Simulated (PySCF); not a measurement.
**C5H7NO2Si (SMILES C=C(C#N)C[SiH2]OC=O): density, localisation and related maps**

```xyz
16

C    -2.5829    1.0244    0.3405
C    -1.8098   -0.0147    0.0286
C    -2.2603   -1.3285    0.3046
N    -2.6197   -2.3972    0.5115
C    -0.4510    0.0836   -0.5793
Si    0.8785   -0.1437    0.7666
O     2.2713    0.0222   -0.1428
C     3.4595    0.0034    0.4119
O     3.6705   -0.1124    1.5798
H    -3.5490    0.8954    0.7974
H    -2.2657    2.0341    0.1419
H    -0.3326   -0.6848   -1.3455
H    -0.3397    1.0551   -1.0625
H     0.8132    0.9306    1.7529
H     0.8577   -1.4717    1.3658
H     4.2525    0.1133   -0.3480
```

Geometry: GFN2-xTB.

All numbers below come from B3LYP/def2-SVPD, SCF density, gas phase in PySCF 2.14.0.

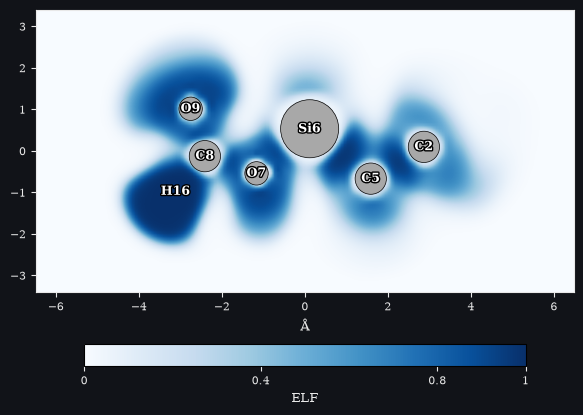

Figure 1. Electron localisation function on the plane of atoms O9, C8 and H16. Grey discs cover the atomic cores.

Q: Read the bonding off the picture.

A: Atoms in the plane: C, Si, O and H.
C–O (1.19 Å): the ELF peaks at about 0.85 between the atoms; a short, multiple covalent bond.
Si–O (1.67 Å): the ELF peaks at about 0.90 between the atoms, as expected for a shared but strongly polarised pair.
C–Si (1.91 Å): the ELF peaks at about 0.95 between the atoms (a covalent bond).
C–H (1.10 Å): the ELF climbs to about 1 towards the hydrogen, as it does in any bond to H (an ordinary covalent bond to hydrogen).
C–O (1.31 Å): the ELF peaks at about 0.90 between the atoms (a polar covalent bond).
The ELF also peaks beside O7 and O9, away from the bonds: lone-pair regions.

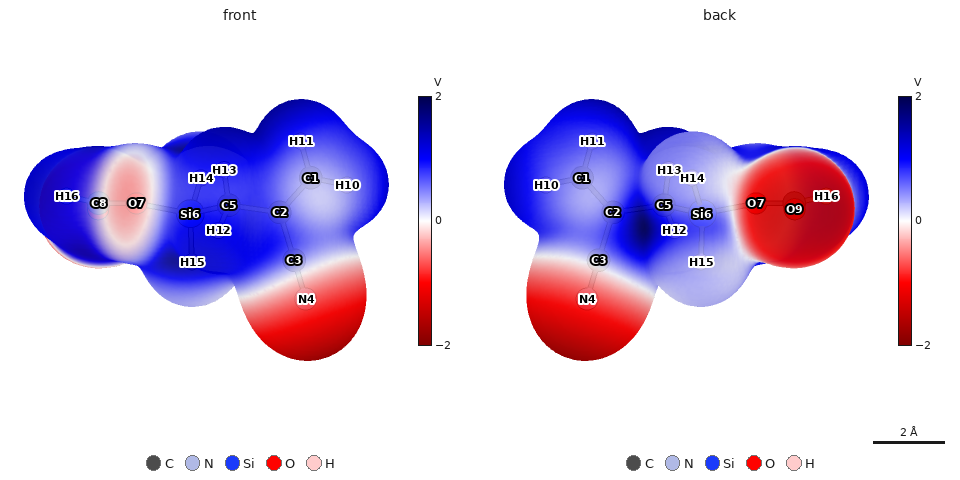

Figure 2. The molecular electrostatic potential painted on the density surface at 0.002 e/bohr³, seen from the front and from behind; red is negative and blue positive.

Q: Which sites attract a positive test charge, and which a negative one?

A: A positive charge is drawn to the negative regions and a negative charge to the positive ones. The most negative region (about −1.7 V) lies over N4, the most positive (about +1.6 V) over Si6. N4 is the likeliest acceptor of a hydrogen bond.
